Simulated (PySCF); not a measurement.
# C2H10F3PSi3: a changed input and its effect

System: C2H10F3PSi3, SMILES FC(F)(F)C[SiH2]P([SiH3])[SiH3].
Method of run 1: GIAO PBE0/pcSseg-1 NMR shielding, non-relativistic, IEF-PCM water (PySCF 2.14.0).

The geometry comes from this level: PBE0-D3(BJ)/def2-SVP. Text and figures count atoms from 1; the logs count them from 0 in places.

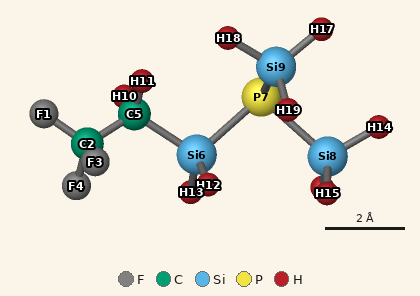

**Figure 1.** The input geometry (ball-and-stick view, seen at a tilt; atoms are numbered from 1 in the order of the input).

## Input file, run 1
```
{"job": {"kind": "nmr", "xc": "PBE0", "basis": "pcSseg-1", "solvent": "water", "pop": false}, "charge": 0, "multiplicity": 1}
F      3.963884    -1.198276    -1.088817
C      3.145431    -0.436183    -0.357292
F      3.194196    -0.896033     0.898710
F      3.660570     0.800788    -0.346262
C      1.742738    -0.445242    -0.892913
Si     0.532655     0.715667    -0.004644
P     -1.504904     0.290430    -0.879944
Si    -2.657457     1.722504     0.434103
Si    -1.917910    -1.591086     0.300532
H      1.776121    -0.165439    -1.956893
H      1.368785    -1.479230    -0.839748
H      0.589733     0.486690     1.470738
H      0.869194     2.138398    -0.300750
H     -4.110930     1.408117     0.301133
H     -2.263733     1.626393     1.874337
H     -2.395349     3.108555    -0.053738
H     -3.299051    -2.056782    -0.019418
H     -0.934934    -2.630721    -0.131727
H     -1.791615    -1.391560     1.777567
```

The first line tells a small driver script what to run in PySCF; the rest is the geometry in Å.

Command:
```bash
OMP_NUM_THREADS=1 python <driver script> task.json out
```

Hardware: 1 CPU thread, shared host.

## Output (run 1)
```
coarse grid: 18128 points
cycle   1  E = -1590.4881270456  dE =  7.131e-01  |g| = 8.661e-01  |ddm| = 3.867e+00
cycle   2  E = -1590.3955494879  dE =  9.258e-02  |g| = 1.203e+00  |ddm| = 1.001e+00
cycle   3  E = -1590.6151234162  dE = -2.196e-01  |g| = 6.477e-02  |ddm| = 5.633e-01
cycle   4  E = -1590.6157178289  dE = -5.944e-04  |g| = 3.447e-02  |ddm| = 7.402e-02
cycle   5  E = -1590.6159831679  dE = -2.653e-04  |g| = 4.837e-03  |ddm| = 2.982e-02
cycle   6  E = -1590.6159881485  dE = -4.981e-06  |g| = 1.195e-03  |ddm| = 5.624e-03
final grid: 158656 points
cycle   7  E = -1590.6834083031  dE = -3.692e-05  |g| = 6.954e-03  |ddm| = 2.798e-02
cycle   8  E = -1590.6834021879  dE =  6.115e-06  |g| = 9.063e-03  |ddm| = 1.326e-02
cycle   9  E = -1590.6834190137  dE = -1.683e-05  |g| = 7.208e-04  |ddm| = 6.764e-03
cycle  10  E = -1590.6834190839  dE = -7.020e-08  |g| = 2.036e-04  |ddm| = 7.043e-04
cycle  11  E = -1590.6834190908  dE = -6.869e-09  |g| = 4.912e-05  |ddm| = 1.994e-04
cycle  12  E = -1590.6834190913  dE = -5.443e-10  |g| = 1.084e-05  |ddm| = 5.905e-05
converged SCF energy = -1590.6834190913

GIAO shielding tensors (ppm)
atom      isotropic    diamagn.    paramagn.     s11        s22        s33       span
  0 F      247.390     467.995    -220.605    161.874    242.166    338.132    176.258
  1 C       52.038     248.665    -196.627     44.032     51.002     61.080     17.048
  2 F      254.601     476.393    -221.792    168.547    256.665    338.591    170.044
  3 F      254.441     474.195    -219.754    165.230    259.127    338.966    173.736
  4 C      163.110     258.720     -95.610    140.041    153.551    195.738     55.698
  5 Si     386.304     882.828    -496.525    344.637    384.874    429.400     84.763
  6 P      683.175     971.970    -288.795    636.997    696.648    715.880     78.883
  7 Si     419.566     879.799    -460.233    374.842    416.792    467.064     92.221
  8 Si     416.955     880.575    -463.620    367.819    417.266    465.780     97.961
  9 H       29.301      31.030      -1.729     24.079     29.911     33.912      9.832
 10 H       29.248      33.420      -4.172     23.472     30.510     33.761     10.289
 11 H       26.978      31.629      -4.651     22.849     27.326     30.761      7.913
 12 H       26.752      31.124      -4.373     21.923     26.521     31.810      9.887
 13 H       27.086      28.526      -1.439     23.239     24.503     33.517     10.278
 14 H       27.345      28.910      -1.565     23.574     25.937     32.523      8.949
 15 H       27.053      28.824      -1.771     23.133     24.613     33.413     10.281
 16 H       27.045      29.230      -2.185     23.107     24.353     33.675     10.569
 17 H       27.002      29.992      -2.990     22.655     26.004     32.349      9.694
 18 H       27.320      29.713      -2.393     24.180     25.323     32.456      8.276
```

The input of run 2 differs as follows (lines with − go, lines with + come):
```diff
-"solvent": "water"
-"pop": false
+"solvent": "cyclohexane"
+"pop": true
```

Predict how the results change.

The total energy of run 2 is 2.1 kcal/mol higher: the change of the electrostatic solvation energy at this fixed geometry, without cavity or dispersion terms. The HOMO goes from −7.44 to −7.51 eV. The LUMO goes from −0.04 to −0.19 eV. The dipole moment goes from 2.11 to 2.02 D. Of all shieldings, the largest change is that of F1, by −2.2 ppm. The number of SCF iterations is the same.

## Output (run 2)
```
coarse grid: 18128 points
cycle   1  E = -1590.4827859425  dE =  7.180e-01  |g| = 8.719e-01  |ddm| = 3.868e+00
cycle   2  E = -1590.3838412212  dE =  9.894e-02  |g| = 1.224e+00  |ddm| = 1.029e+00
cycle   3  E = -1590.6117065268  dE = -2.279e-01  |g| = 6.671e-02  |ddm| = 5.877e-01
cycle   4  E = -1590.6123362427  dE = -6.297e-04  |g| = 3.551e-02  |ddm| = 7.469e-02
cycle   5  E = -1590.6126208870  dE = -2.846e-04  |g| = 5.225e-03  |ddm| = 3.182e-02
cycle   6  E = -1590.6126272201  dE = -6.333e-06  |g| = 1.133e-03  |ddm| = 6.681e-03
final grid: 158656 points
cycle   7  E = -1590.6800454111  dE = -3.674e-05  |g| = 6.791e-03  |ddm| = 2.776e-02
cycle   8  E = -1590.6800385951  dE =  6.816e-06  |g| = 9.066e-03  |ddm| = 1.316e-02
cycle   9  E = -1590.6800555414  dE = -1.695e-05  |g| = 6.580e-04  |ddm| = 7.009e-03
cycle  10  E = -1590.6800555958  dE = -5.438e-08  |g| = 2.049e-04  |ddm| = 6.199e-04
cycle  11  E = -1590.6800556028  dE = -7.026e-09  |g| = 4.940e-05  |ddm| = 2.100e-04
cycle  12  E = -1590.6800556034  dE = -5.853e-10  |g| = 1.094e-05  |ddm| = 6.549e-05
converged SCF energy = -1590.6800556034

GIAO shielding tensors (ppm)
atom      isotropic    diamagn.    paramagn.     s11        s22        s33       span
  0 F      245.212     467.856    -222.645    159.952    239.176    336.507    176.555
  1 C       52.626     248.012    -195.386     45.536     52.486     59.857     14.321
  2 F      252.929     476.090    -223.161    167.144    254.407    337.237    170.093
  3 F      252.826     473.941    -221.115    163.927    257.045    337.504    173.576
  4 C      162.705     258.585     -95.880    139.760    153.270    195.085     55.325
  5 Si     386.875     882.808    -495.933    345.262    385.706    429.657     84.395
  6 P      682.720     971.757    -289.038    636.935    696.162    715.062     78.127
  7 Si     419.695     879.825    -460.130    374.500    417.093    467.492     92.993
  8 Si     417.028     880.599    -463.570    367.376    417.660    466.049     98.673
  9 H       29.497      31.272      -1.775     24.365     30.126     34.000      9.635
 10 H       29.500      33.697      -4.197     23.818     30.797     33.884     10.066
 11 H       26.972      31.564      -4.592     22.846     27.294     30.775      7.929
 12 H       26.747      31.112      -4.365     21.920     26.503     31.819      9.899
 13 H       27.097      28.538      -1.441     23.260     24.504     33.526     10.266
 14 H       27.375      28.919      -1.544     23.608     25.959     32.556      8.948
 15 H       27.050      28.823      -1.772     23.136     24.600     33.415     10.279
 16 H       27.031      29.233      -2.202     23.105     24.322     33.666     10.562
 17 H       27.102      30.108      -3.007     22.783     26.090     32.431      9.648
 18 H       27.331      29.701      -2.370     24.203     25.317     32.472      8.269
```

## The two runs side by side

```csv
quantity,run 1,run 2
outcome,converged,converged
total energy (hartree),−1590.683419,−1590.680056
HOMO (eV),−7.44,−7.51
LUMO (eV),−0.04,−0.19
dipole moment (D),2.11,2.02
shielding of F1 (ppm),247.4,245.2
shielding of C2 (ppm),52.0,52.6
shielding of F3 (ppm),254.6,252.9
shielding of F4 (ppm),254.4,252.8
shielding of C5 (ppm),163.1,162.7
shielding of Si6 (ppm),386.3,386.9
shielding of P7 (ppm),683.2,682.7
SCF iterations,12,12
basis functions,231,231
wall time (shared host),50 s,53 s
```
